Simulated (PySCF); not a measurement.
# One shape, several levels: C5H11NO (pentanamide)

Aim: a comparison of 6 runs (CAM-B3LYP/6-31G*, PBE0/6-31G*, TPSS/6-31G*, r2SCAN/6-31G*, revPBE/6-31G*, wB97X/6-31G*) of C5H11NO (pentanamide). 

The calculation is run with PySCF 2.14.0.

1 further run of the same task is left out (set aside as unsound or not needed).

## Step 1: Starting point

C5H11NO has 18 atoms, charge 0, and is taken as a singlet. SMILES: `CCCCC(N)=O`. The coordinates come from a PBE0-D4/def2-TZVP relaxation. This is one conformer, not always the lowest.

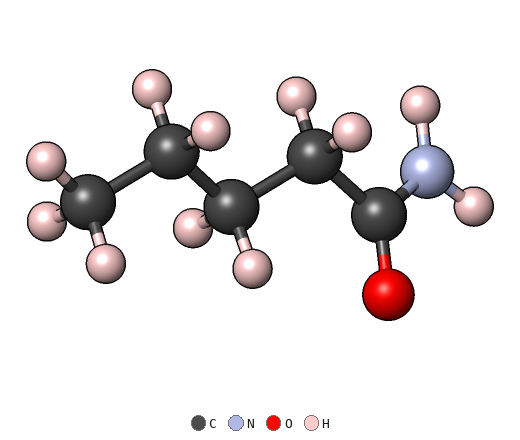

The structure, seen from a chosen angle (carbon dark grey, nitrogen light blue, oxygen red, hydrogen pink).

## Step 2: A single-point energy at CAM-B3LYP/6-31G(d) (spherical functions) (run 1)

Contents of geometry.xyz:

```xyz
18

C      2.045040    -1.508350    -1.336640
C      0.973570    -1.310490    -0.278760
C      0.348030     0.072880    -0.329360
C     -0.728740     0.271230     0.721430
C     -1.240730     1.696100     0.768890
N     -2.544960     1.829800     1.119850
O     -0.536480     2.654850     0.533230
H      1.633280    -1.382310    -2.341860
H      2.851450    -0.779460    -1.218980
H      2.486310    -2.506020    -1.280750
H      0.193340    -2.071670    -0.399470
H      1.403880    -1.474720     0.716340
H      1.113180     0.841310    -0.190950
H     -0.078840     0.248320    -1.323350
H     -0.318820     0.053420     1.715710
H     -1.556050    -0.429900     0.568410
H     -2.919730     2.756360     1.226640
H     -3.123720     1.038650     1.329620
```

Contents of job.py:

```python
from pyscf import gto, dft

mol = gto.M(
    atom='geometry.xyz',
    max_memory=1860,
    verbose=4,
    charge=0,
    basis='6-31g*',
    spin=0,
)

ks = dft.RKS(mol, xc='cam-b3lyp')
ks.conv_tol = 1e-10
ks.grids.level = 5
ks.kernel()
if not ks.converged:
    ks = ks.newton().run(ks.mo_coeff, ks.mo_occ)

e_final = ks.e_tot
print('Final energy', e_final)
```

Started as:

```
$ OMP_NUM_THREADS=1 python job.py
```

The log of the run:

```text
PySCF version 2.14.0

[... 88 lines left out ...]
converged SCF energy = -326.974977986371
Final energy -326.97497798637113
```

Run time: 64 s. Hardware: 1 thread of Intel Xeon at 2.70GHz, shared host; peak memory 0.7 GiB.

## Step 3: The energy at PBE0/6-31G(d) (spherical functions) (run 2)

Contents of job.py:

```python
from pyscf import gto, dft

mol = gto.Mole()
mol.atom = '''
C        2.045040      -1.508350      -1.336640
C        0.973570      -1.310490      -0.278760
C        0.348030       0.072880      -0.329360
C       -0.728740       0.271230       0.721430
C       -1.240730       1.696100       0.768890
N       -2.544960       1.829800       1.119850
O       -0.536480       2.654850       0.533230
H        1.633280      -1.382310      -2.341860
H        2.851450      -0.779460      -1.218980
H        2.486310      -2.506020      -1.280750
H        0.193340      -2.071670      -0.399470
H        1.403880      -1.474720       0.716340
H        1.113180       0.841310      -0.190950
H       -0.078840       0.248320      -1.323350
H       -0.318820       0.053420       1.715710
H       -1.556050      -0.429900       0.568410
H       -2.919730       2.756360       1.226640
H       -3.123720       1.038650       1.329620
'''
mol.basis = '6-31g*'
mol.verbose = 3
mol.max_memory = 1860
mol.spin = 0
mol.build()

myscf = dft.RKS(mol, xc='pbe0')
myscf.conv_tol = 1e-10
myscf.grids.level = 5
myscf.kernel()
if not myscf.converged:
    myscf = myscf.newton().run(myscf.mo_coeff, myscf.mo_occ)

e_tot = myscf.e_tot
print('E = %.10f Eh' % e_tot)
```

Started as:

```
$ OMP_NUM_THREADS=1 python job.py
```

The log of the run:

```text
converged SCF energy = -326.765211251166
E = -326.7652112512 Eh
```

It took 38 s on 1 thread of Intel Xeon at 2.70GHz, shared host; peak memory 0.7 GiB.

Runs 3 to 5 aren't shown in full; the table further down has their settings and results.

## Step 4: A single-point energy at wB97X/6-31G(d) (spherical functions) (run 6)

Contents of calc.py:

```python
from pyscf import gto, dft

mol = gto.Mole()
mol.atom = [
    ('C', (2.045040, -1.508350, -1.336640)),
    ('C', (0.973570, -1.310490, -0.278760)),
    ('C', (0.348030, 0.072880, -0.329360)),
    ('C', (-0.728740, 0.271230, 0.721430)),
    ('C', (-1.240730, 1.696100, 0.768890)),
    ('N', (-2.544960, 1.829800, 1.119850)),
    ('O', (-0.536480, 2.654850, 0.533230)),
    ('H', (1.633280, -1.382310, -2.341860)),
    ('H', (2.851450, -0.779460, -1.218980)),
    ('H', (2.486310, -2.506020, -1.280750)),
    ('H', (0.193340, -2.071670, -0.399470)),
    ('H', (1.403880, -1.474720, 0.716340)),
    ('H', (1.113180, 0.841310, -0.190950)),
    ('H', (-0.078840, 0.248320, -1.323350)),
    ('H', (-0.318820, 0.053420, 1.715710)),
    ('H', (-1.556050, -0.429900, 0.568410)),
    ('H', (-2.919730, 2.756360, 1.226640)),
    ('H', (-3.123720, 1.038650, 1.329620)),
]
mol.spin = 0
mol.basis = '6-31g*'
mol.verbose = 3
mol.max_memory = 1860
mol.build()

ks = dft.RKS(mol)
ks.xc = 'wb97x'
ks.conv_tol = 1e-10
ks.grids.level = 5
ks.kernel()
if not ks.converged:
    ks = ks.newton().run(ks.mo_coeff, ks.mo_occ)

energy = ks.e_tot
print('E = %.10f Eh' % energy)
```

Started as:

```
$ OMP_NUM_THREADS=1 python calc.py
```

The log of the run:

```text
converged SCF energy = -327.067591571611
E = -327.0675915716 Eh
```

Run time: 62 s. Hardware: 1 thread of Intel Xeon at 2.70GHz, shared host; peak memory 0.7 GiB.

## Step 5: The series

```csv
run,level,energy (Eh),dipole moment (D),HOMO energy (eV),LUMO energy (eV),wall time
1,CAM-B3LYP/6-31G* (spherical functions),-326.974978,3.57,-8.31,2.59,64 s
2,PBE0/6-31G* (spherical functions),-326.765211,3.55,-6.90,1.31,38 s
3,TPSS/6-31G* (spherical functions),-327.192925,3.45,-5.28,0.37,77 s
4,r2SCAN/6-31G* (spherical functions),-326.948601,3.53,-5.58,0.41,74 s
5,revPBE/6-31G* (spherical functions),-327.040769,3.39,-5.10,0.31,46 s
6,wB97X/6-31G* (spherical functions),-327.067592,3.58,-9.38,3.66,62 s
```

## Step 6: Summary of results

| quantity | value |
| --- | --- |
| run 6: total energy | -327.06759 Eh |
| run 6: dipole moment | 3.58 D |
| run 6: HOMO energy | -9.38 eV |
| run 6: LUMO energy | 3.66 eV |
| run 6: HOMO–LUMO gap | 13.04 eV |

**Reading.** The dipole moment (its size) runs from 3.39 D (revPBE/6-31G*) to 3.58 D (wB97X/6-31G*). The HOMO–LUMO gap runs from 5.42 eV (revPBE/6-31G*) to 13.04 eV (wB97X/6-31G*). Totals of different functionals can't be ranked against each other. All runs together took 6 min, the longest 77 s.
